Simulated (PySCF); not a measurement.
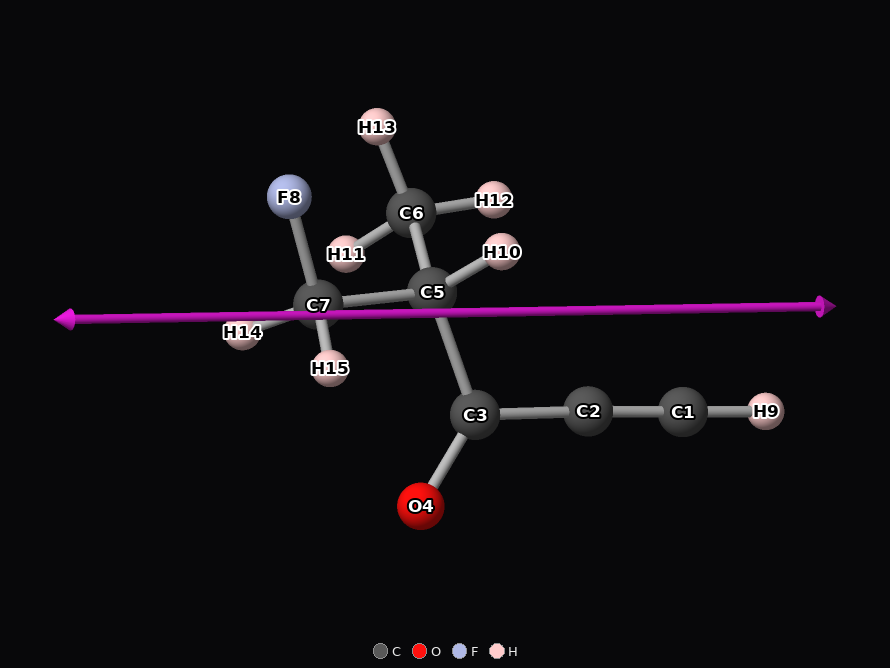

The double arrow shows the direction of the transition dipole to excited singlet state 3 (its length means nothing). The geometry was computed by an optimisation with GFN2-xTB. No frequency run is at hand to confirm it as a minimum. Method: TDDFT B3LYP/def2-SVPD, vertical, gas phase, core orbitals frozen in the response (PySCF 2.14.0).

How is the transition polarised?

Nearly parallel to the C1–C2 bond.

Where does the transition lie, and how strong is it?

5.78 eV (215 nm), oscillator strength 0.097, mainly HOMO−2 → LUMO (weight 0.79); transition dipole 2.10 D.
